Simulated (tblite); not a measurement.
# C5H13GeNSi: the cost of one run

Programs: tblite 0.8.0 and PySCF 2.14.0, with density-fitted response routines of our own. Each step states its level of theory. These are calculated values for one molecule in the gas phase, unless marked as measured. Atoms are numbered from 0 throughout.

## (1) Starting geometry

21 atoms, charge 0, multiplicity 1; geometry from: force field or distance geometry start.

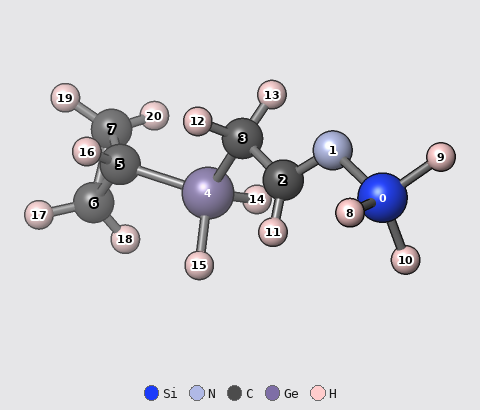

As it starts; silicon blue, nitrogen light blue, carbon dark grey, germanium purple, hydrogen pink, atoms numbered; sticks join atoms by distance.

## (2) Relaxing the molecule with GFN2-xTB

The job: settings as JSON, then the geometry in Å.

```
{"job": {"kind": "relax", "xc": "GFN2-xTB", "basis": "xTB"}, "charge": 0, "multiplicity": 1}
Si     4.597800     0.179600     0.296700
N      2.987800     0.920800     0.376600
C      1.970800     0.130000     0.431100
C      0.628500     0.793800     0.493800
Ge    -0.682800    -0.294800    -0.396900
C     -2.415400    -0.188500     0.466300
C     -3.498300    -0.941600    -0.265900
C     -3.527900     0.574500    -0.186400
H      5.040200    -0.431200     1.558900
H      5.554900     1.257200     0.015700
H      4.690100    -0.813500    -0.778700
H      2.089700    -0.945400     0.409200
H      0.353900     0.797300     1.604100
H      0.706400     1.837000     0.116500
H     -0.779700    -0.006400    -1.931700
H     -0.226000    -1.788400    -0.269400
H     -2.367100    -0.222500     1.564600
H     -4.174800    -1.501300     0.446500
H     -3.271700    -1.408200    -1.225500
H     -4.313500     0.920500     0.539100
H     -3.371700     1.148100    -1.110200
```

Started as:

```console
OMP_NUM_THREADS=1 python probes_run.py task.json out
```

This one command runs all jobs of the session in turn.

**Question.** How long does this first job take on 1 thread of Arm Neoverse N1, shared host?

About 2.7 s.
